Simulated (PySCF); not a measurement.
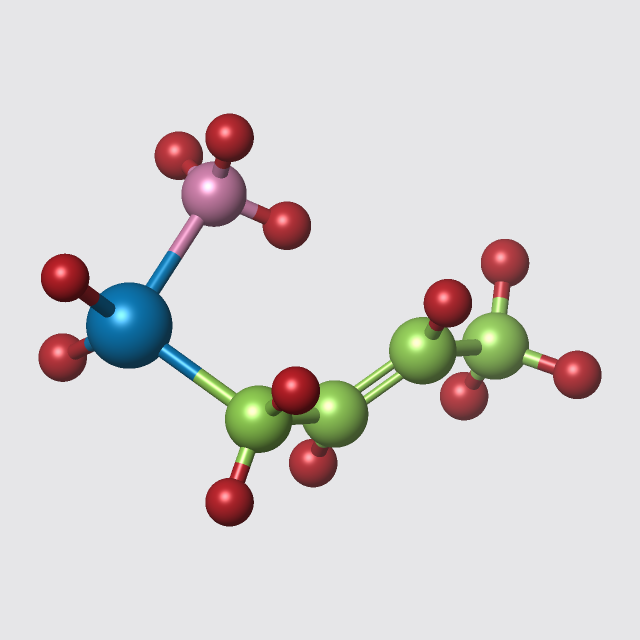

Multiple sticks mark multiple bonds (one Kekulé form). Colours: carbon green, aluminium blue, nitrogen pink, hydrogen red.

Computed geometry: PBE0-D3(BJ)/def2-SVP optimisation. No frequency run is at hand to confirm it as a minimum.

Count the atoms of each element.

Answer. C₄H₁₂AlN, 18 atoms: 4 carbon, 12 hydrogen, 1 aluminium and 1 nitrogen.

Name functional groups in it.

Answer. Among them: alkene.

How many bonds of each kind are drawn?

Answer. 7 C–H, 3 C–C, 3 N–H, 2 Al–H, 1 C–Al, 1 Al–N.

Give a SMILES string for it.

Answer. C/C=C/[CH2][AlH2-][NH3+]

More results for the same structure follow; atom numbers are the same in all pictures, views and colours differ.

### Symmetry

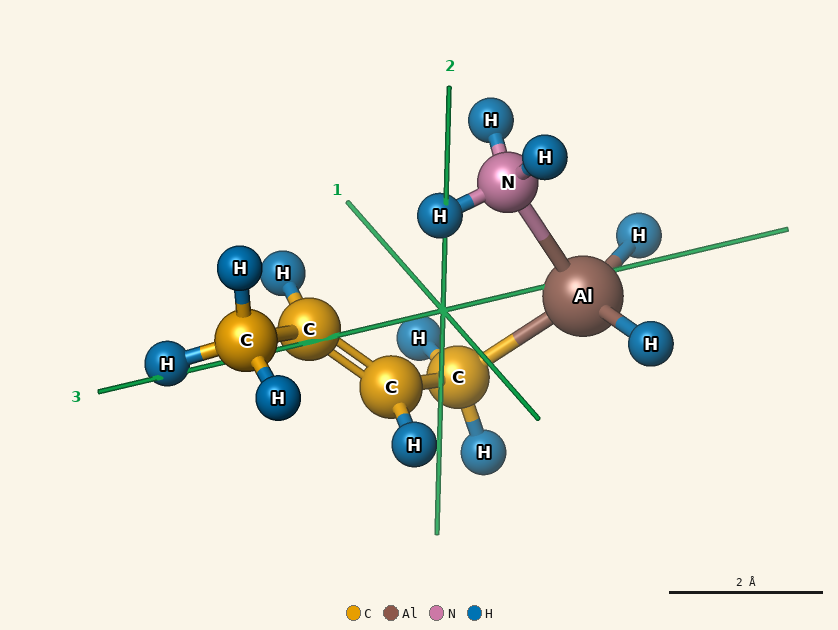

The three principal axes of inertia are drawn and numbered. Depth is shown by fading: the farther an atom, the more it takes the colour of the background. No frequency run is at hand to confirm it as a minimum. Masses are those of the most abundant isotopes; constants are for the rigid equilibrium geometry.

Which line is the a axis (least moment of inertia), which b and which c?

Answer. a is line 3, b is line 2, c is line 1; the moments are 113, 347, 422 u Å².

Classify the rotor and give the rotational constants (MHz).

Answer. An asymmetric top (C1): A = 4460, B = 1454, C = 1199 MHz. Ray's parameter κ is −0.84, nearer the prolate limit.

### NMR shielding

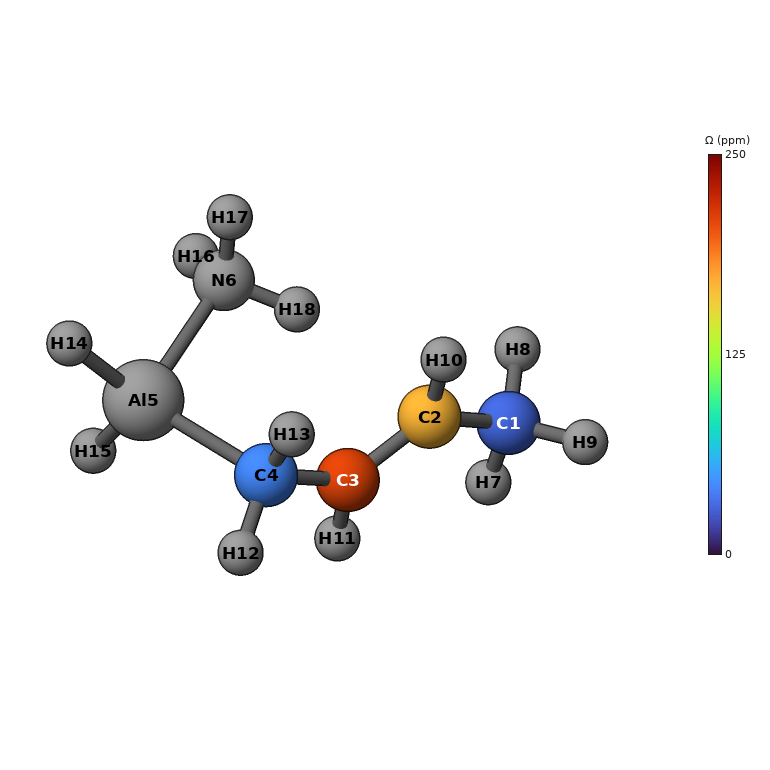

The C atoms are coloured by the span of their shielding tensor. No frequency run is at hand to confirm it as a minimum. Method: GIAO PBE0/cc-pVDZ NMR shielding, non-relativistic, gas phase (PySCF 2.14.0). Principal shieldings σ11 ≤ σ22 ≤ σ33, span Ω = σ33 − σ11, skew κ = 3(σiso − σ22)/Ω.

Which C atom has the most anisotropic shielding?

Answer. C3, with a span of 207 ppm.

Give the shielding tensors of the C atoms.

```
atom    σ11    σ22    σ33   σiso      Ω      κ
  C1  165.2  167.2  196.7  176.4   31.5   0.87
  C2   −9.5  104.6  158.8   84.6  168.3  −0.36
  C3  −51.3   57.8  155.8   54.1  207.1  −0.05
  C4  156.8  171.6  200.0  176.1   43.2   0.31
```

Shieldings and span in ppm.

### Electronic properties

No frequency run is at hand to confirm it as a minimum. Properties computed with PBE0/aug-cc-pVDZ, gas phase (PySCF 2.14.0).

Give the HOMO–LUMO gap at this level.

Answer. 5.38 eV.

What is the dipole moment?

Answer. 4.18 D.

Give the HOMO energy (Kohn–Sham orbital) at this level.

Answer. −6.08 eV.

### Quadrupole coupling

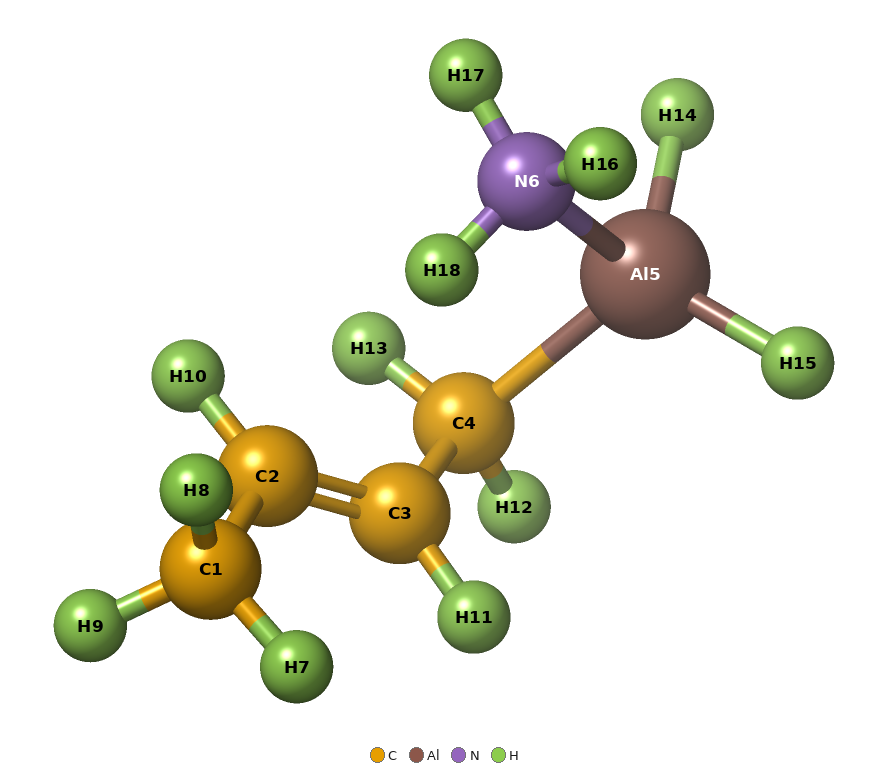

No frequency run is at hand to confirm it as a minimum. Electric field gradients from the ground-state density, PBE0/pcSseg-0 (PySCF 2.14.0), non-relativistic apart from any core potentials.

Give the largest field-gradient component, the quadrupole coupling constant and the asymmetry for 27Al at Al5 (Q = 146.6 mb), 14N at N6 (Q = 20.44 mb).

| atom | V_zz (a.u.) | e²qQ/h (MHz) | η |
| --- | --- | --- | --- |
| Al5 | 0.771 | 26.5 | 0.27 |
| N6 | −0.627 | −3.01 | 0.19 |

### Charges

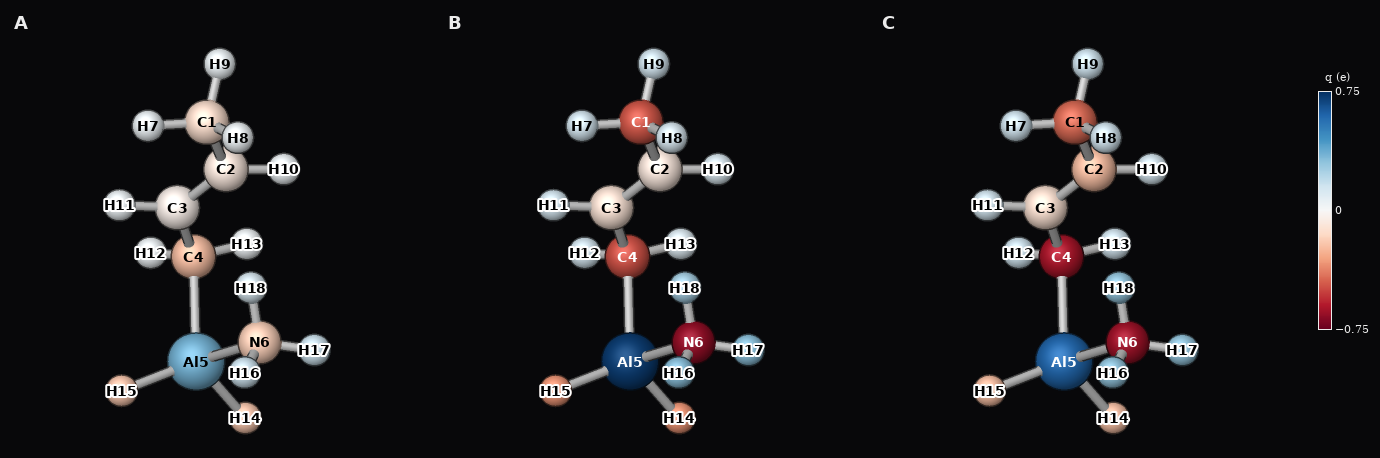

Atomic charges of one calculation by 3 schemes, on one colour scale. No frequency run is at hand to confirm it as a minimum. Method: PBE0/aug-cc-pVDZ (PySCF 2.14.0).

The schemes are ESP-fitted, Hirshfeld, IAO. Which panel shows which?

Answer. A Hirshfeld, B ESP-fitted, C IAO.

List the charges (e), one line for each set of equivalent atoms.

```csv
atom,Hirshfeld,ESP-fitted,IAO
C1,−0.13,−0.46,−0.42
C2,−0.08,−0.08,−0.22
C3,−0.05,−0.10,−0.11
C4,−0.23,−0.48,−0.61
Al5,0.35,0.71,0.60
N6,−0.18,−0.66,−0.63
H7,0.04,0.13,0.14
H8,0.04,0.12,0.14
H9,0.04,0.14,0.15
H10,0.04,0.11,0.12
H11,0.05,0.13,0.14
H12,0.04,0.13,0.15
H13,0.03,0.10,0.14
H14,−0.20,−0.33,−0.22
H15,−0.20,−0.33,−0.23
H16,0.16,0.31,0.30
H17,0.16,0.31,0.29
H18,0.12,0.25,0.29
```
